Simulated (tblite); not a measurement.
# C5H12OSi2: geometry relaxation (part 2 of 2)

C5H12OSi2; GFN2-xTB geometry optimisation, gas phase (tblite 0.8.0). It belongs to a series of runs on one base structure; here: ring closed by a new Si-Si bond.

Geometry of the input (Å):
```
C  -2.8550  -0.7539  -0.1670
C  -1.9769  0.4296  -0.3010
O  -2.2803  1.5112  0.1409
C  -0.6618  0.2360  -0.9744
C  0.1568  -0.8000  -0.2172
Si 1.3510  0.2303  0.7564
C  3.0928  -0.3338  0.4132
Si 0.4905  1.6932  -0.6502
H  -3.2776  -0.7357  0.8679
H  -2.3233  -1.7026  -0.2592
H  -3.6862  -0.7431  -0.9006
H  -0.7419  -0.0148  -2.0450
H  0.7123  -1.4180  -0.9687
H  -0.3922  -1.4634  0.4537
H  0.9852  0.3688  2.1681
H  3.5767  0.3952  -0.2385
H  3.0858  -1.3462  -0.0411
H  3.6489  -0.3895  1.3809
H  -0.1875  2.8380  -0.0006
H  1.2777  2.0095  -1.8303
```

Trajectory as extended XYZ, continued:
```
20
Properties=species:S:1:pos:R:3:forces:R:3 step=81 energy=-661.15112
C    -3.1445   -0.4850   -0.4057    0.1230   0.0730   0.0500
C    -1.8573    0.1521    0.0672    0.1050   0.0370   0.0020
O    -1.7596    0.7270    1.1337   -0.0030  -0.0900  -0.1350
C    -0.6845    0.0174   -0.8400    0.1140   0.0610  -0.0210
C     0.3242   -0.9447   -0.1523   -0.0320  -0.0410  -0.0870
Si    1.4679    0.2924    0.7824   -0.1670   0.0160  -0.0230
C     3.2906   -0.2069    0.5178    0.0220   0.0070  -0.0060
Si    0.3444    1.6763   -0.7277   -0.0740   0.0230   0.0110
H    -3.8230   -0.6558    0.4261    0.0040   0.0210   0.0030
H    -2.9159   -1.4208   -0.9104   -0.1090  -0.0050   0.0010
H    -3.6217    0.1904   -1.1149    0.0100  -0.0340  -0.0230
H    -0.9825   -0.3546   -1.8246   -0.0190   0.0790   0.0950
H     0.8853   -1.4762   -0.9226   -0.0360  -0.0560  -0.0080
H    -0.1914   -1.6984    0.4434    0.0440  -0.0050   0.0130
H     1.1747    0.3690    2.2162    0.0320  -0.0100   0.0430
H     3.6685    0.1225   -0.4450   -0.0280   0.0310  -0.0140
H     3.4055   -1.2864    0.5529    0.0100  -0.0140   0.0490
H     3.9296    0.2175    1.2830    0.0310   0.0350   0.0260
H    -0.5444    2.8187   -0.4837    0.0750  -0.0710   0.0040
H     1.0287    1.9562   -2.0084   -0.1020  -0.0560   0.0210
20
Properties=species:S:1:pos:R:3:forces:R:3 step=97 energy=-661.25697
C    -3.1658   -0.1660   -0.4286   -0.0580  -0.0510   0.0890
C    -1.7599   -0.0780    0.1213   -0.0680   0.2270   0.0960
O    -1.5442    0.2010    1.2924    0.0490  -0.2120  -0.2010
C    -0.6598   -0.2351   -0.8373    0.0280   0.1040  -0.0720
C     0.4638   -1.1133   -0.2614    0.0050  -0.0070   0.0060
Si    1.3853    0.1699    0.8332    0.0020  -0.0170   0.0690
C     3.2658   -0.0358    0.5841    0.0470   0.0750  -0.1270
Si    0.2441    1.5113   -0.7002   -0.0510  -0.0110  -0.0400
H    -3.8907    0.0303    0.3614    0.0500   0.0690  -0.0780
H    -3.3446   -1.1697   -0.8170    0.0570   0.0780  -0.0380
H    -3.2938    0.5500   -1.2426    0.0320  -0.0950   0.1030
H    -0.9982   -0.5488   -1.8241   -0.0780  -0.0450   0.0600
H     1.1093   -1.4489   -1.0756   -0.0250  -0.0270   0.0090
H     0.0661   -2.0021    0.2197   -0.0340  -0.0880   0.0760
H     1.0732    0.2062    2.2666    0.0250  -0.0360  -0.0850
H     3.5212   -0.0295   -0.4749   -0.0010   0.0250   0.1010
H     3.6297   -0.9722    0.9946   -0.0260   0.0110   0.0590
H     3.8142    0.7708    1.0596    0.0100  -0.0250   0.0080
H    -0.6696    2.6231   -0.4203   -0.0210  -0.0540  -0.0250
H     0.7489    1.7473   -2.0637    0.0570   0.0790  -0.0110
20
Properties=species:S:1:pos:R:3:forces:R:3 step=113 energy=-661.29899
C    -3.1202   -0.0270   -0.4048   -0.0040  -0.0080   0.0100
C    -1.7131   -0.1551    0.1196    0.0020  -0.0330  -0.0340
O    -1.4469   -0.0627    1.3071    0.0210   0.0090   0.0320
C    -0.6542   -0.3285   -0.8776    0.0180   0.0020  -0.0130
C     0.4799   -1.1974   -0.3102   -0.0080  -0.0190  -0.0090
Si    1.3429    0.1027    0.8157    0.0300  -0.0180   0.0060
C     3.2399    0.0579    0.6113   -0.0010  -0.0200  -0.0200
Si    0.2004    1.4404   -0.7288   -0.0300   0.0230   0.0090
H    -3.7867    0.3521    0.3650   -0.0050   0.0170   0.0070
H    -3.4619   -1.0140   -0.7128   -0.0340  -0.0090  -0.0130
H    -3.1357    0.6251   -1.2746   -0.0150   0.0140   0.0080
H    -1.0388   -0.6412   -1.8458    0.0190  -0.0160  -0.0020
H     1.1335   -1.5310   -1.1186   -0.0160   0.0230   0.0200
H     0.0890   -2.0901    0.1770   -0.0060   0.0050   0.0150
H     1.0658    0.0816    2.2525   -0.0370  -0.0060  -0.0230
H     3.5333   -0.0592   -0.4272    0.0210   0.0330   0.0100
H     3.6682   -0.7706    1.1671    0.0070   0.0180   0.0030
H     3.6902    0.9710    0.9858    0.0150  -0.0130  -0.0030
H    -0.7940    2.4801   -0.4412   -0.0020   0.0100  -0.0080
H     0.7031    1.7768   -2.0723    0.0260  -0.0090   0.0020
20
Properties=species:S:1:pos:R:3:forces:R:3 step=130 energy=-661.30227
C    -3.1271   -0.0169   -0.3998    0.0010  -0.0060   0.0060
C    -1.7172   -0.1715    0.1136    0.0060   0.0030   0.0130
O    -1.4491   -0.0951    1.3026   -0.0110   0.0030   0.0040
C    -0.6557   -0.3392   -0.8821    0.0070   0.0140  -0.0010
C     0.4796   -1.2061   -0.3119   -0.0050   0.0050  -0.0050
Si    1.3498    0.0959    0.8062   -0.0020  -0.0030   0.0070
C     3.2495    0.0712    0.6130   -0.0020  -0.0040   0.0030
Si    0.1952    1.4332   -0.7285   -0.0100   0.0080  -0.0030
H    -3.7756    0.3700    0.3819   -0.0070   0.0000   0.0070
H    -3.4952   -0.9932   -0.7121   -0.0090  -0.0070  -0.0020
H    -3.1462    0.6444   -1.2625    0.0200   0.0090  -0.0040
H    -1.0343   -0.6504   -1.8531    0.0100  -0.0110   0.0010
H     1.1283   -1.5495   -1.1183   -0.0030   0.0080  -0.0090
H     0.0877   -2.0906    0.1886   -0.0060  -0.0050   0.0040
H     1.0461    0.0692    2.2366    0.0050  -0.0060  -0.0010
H     3.5550   -0.0209   -0.4245    0.0010   0.0050   0.0080
H     3.6834   -0.7603    1.1603   -0.0020   0.0060  -0.0150
H     3.6893    0.9816    1.0066   -0.0070  -0.0020   0.0050
H    -0.7992    2.4811   -0.4675    0.0060  -0.0140  -0.0040
H     0.7305    1.7578   -2.0618    0.0070  -0.0030  -0.0150
20
Properties=species:S:1:pos:R:3:forces:R:3 step=146 energy=-661.30359
C    -3.1261   -0.0102   -0.3923    0.0030   0.0010   0.0010
C    -1.7181   -0.1788    0.1220    0.0040   0.0050  -0.0040
O    -1.4494   -0.1108    1.3110    0.0010   0.0080   0.0120
C    -0.6590   -0.3454   -0.8771   -0.0020   0.0010  -0.0020
C     0.4784   -1.2105   -0.3098   -0.0010   0.0040  -0.0010
Si    1.3433    0.0928    0.8113    0.0030  -0.0050  -0.0010
C     3.2429    0.0845    0.6144   -0.0160   0.0100  -0.0010
Si    0.1987    1.4229   -0.7406    0.0110  -0.0020   0.0030
H    -3.7777    0.3640    0.3931    0.0020   0.0030   0.0070
H    -3.4994   -0.9762   -0.7290    0.0010  -0.0080  -0.0030
H    -3.1319    0.6706   -1.2399   -0.0070   0.0100  -0.0090
H    -1.0407   -0.6583   -1.8461    0.0030  -0.0170  -0.0040
H     1.1281   -1.5469   -1.1187   -0.0050  -0.0020   0.0040
H     0.0895   -2.0978    0.1886    0.0030   0.0000  -0.0060
H     1.0448    0.0562    2.2429    0.0010  -0.0010  -0.0100
H     3.5470    0.0615   -0.4271    0.0030  -0.0020   0.0000
H     3.6840   -0.7761    1.1069   -0.0030  -0.0070  -0.0020
H     3.6755    0.9715    1.0644    0.0090   0.0070   0.0070
H    -0.7908    2.4822   -0.5124   -0.0040  -0.0050   0.0000
H     0.7556    1.7155   -2.0743   -0.0070   0.0010   0.0090
20
Properties=species:S:1:pos:R:3:forces:R:3 step=162 energy=-661.30409
C    -3.1221   -0.0050   -0.3888    0.0000  -0.0020   0.0040
C    -1.7118   -0.1721    0.1191   -0.0010  -0.0040  -0.0020
O    -1.4366   -0.0879    1.3062    0.0020   0.0010   0.0000
C    -0.6575   -0.3533   -0.8813    0.0000   0.0010   0.0000
C     0.4793   -1.2158   -0.3102   -0.0030   0.0020  -0.0010
Si    1.3364    0.0897    0.8140    0.0040   0.0010   0.0000
C     3.2359    0.0896    0.6161    0.0040   0.0000  -0.0010
Si    0.1991    1.4174   -0.7449   -0.0010  -0.0010  -0.0050
H    -3.7699    0.3626    0.4031    0.0000   0.0030  -0.0050
H    -3.4944   -0.9696   -0.7309    0.0020  -0.0040   0.0020
H    -3.1344    0.6814   -1.2323   -0.0010   0.0040   0.0020
H    -1.0414   -0.6743   -1.8471    0.0020   0.0020   0.0010
H     1.1329   -1.5494   -1.1171   -0.0020  -0.0030   0.0040
H     0.0909   -2.1051    0.1853    0.0030   0.0010  -0.0040
H     1.0411    0.0468    2.2456    0.0010   0.0000  -0.0030
H     3.5402    0.1029   -0.4256    0.0000   0.0000   0.0010
H     3.6762   -0.7893    1.0765   -0.0030  -0.0020   0.0010
H     3.6716    0.9589    1.0975   -0.0050   0.0000   0.0020
H    -0.7970    2.4711   -0.5202    0.0000   0.0000   0.0000
H     0.7561    1.7119   -2.0778   -0.0030  -0.0020   0.0050
```

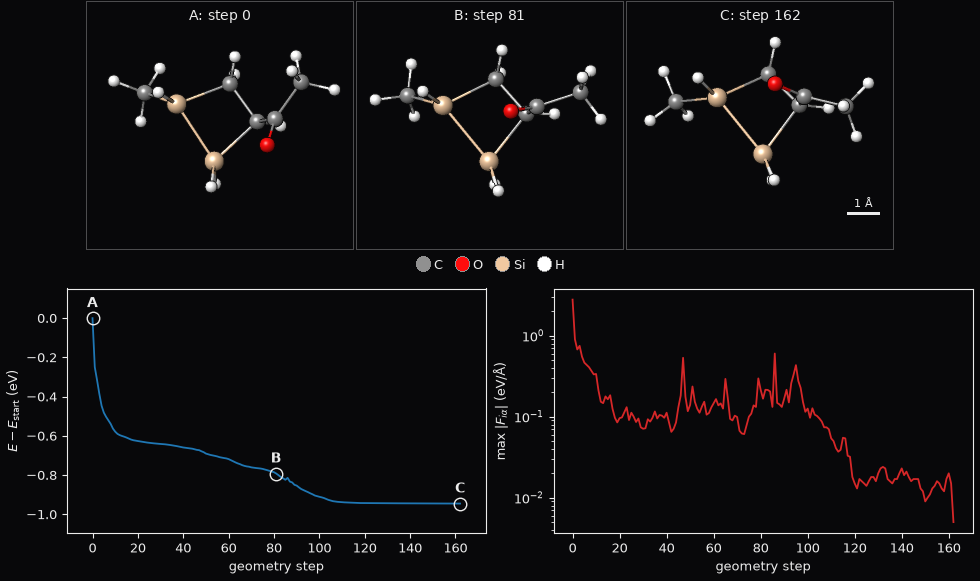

**Figure 1.** Frames of the relaxation (ball-and-stick view, seen at a tilt) above the curves, on which the letters mark them (steps are counted from 0).

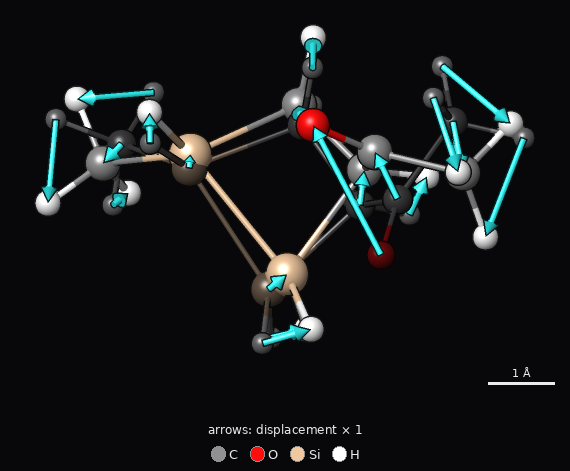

**Figure 2.** Start (faint) and end (solid) with the displacements as teal arrows, at true length (ball-and-stick view, seen at a tilt). The two geometries are laid on each other by the best rigid fit. Over 162 geometry steps the energy falls by 0.945 eV. Largest force component: 2.8 eV/Å at the start, 0.005 eV/Å at the end. The atom that moves furthest after the best rigid fit is O3 (2.24 Å). By element the largest moves are O 2.24 Å, H 1.62 Å, C 0.84 Å, Si 0.38 Å. Among the contacts that change: Si6–Si8 2.204 → 2.342 Å, C4–Si8 1.886 → 1.972 Å, C5–Si6 1.854 → 1.924 Å, Si6–C7 1.863 → 1.910 Å. Among the angles that change: Si6–Si8–H19 114.3° → 129.4°, C2–C4–Si8 111.2° → 98.9°, H19–Si8–H20 115.8° → 104.6°. (Atoms are counted from 1 in the order of the input.)
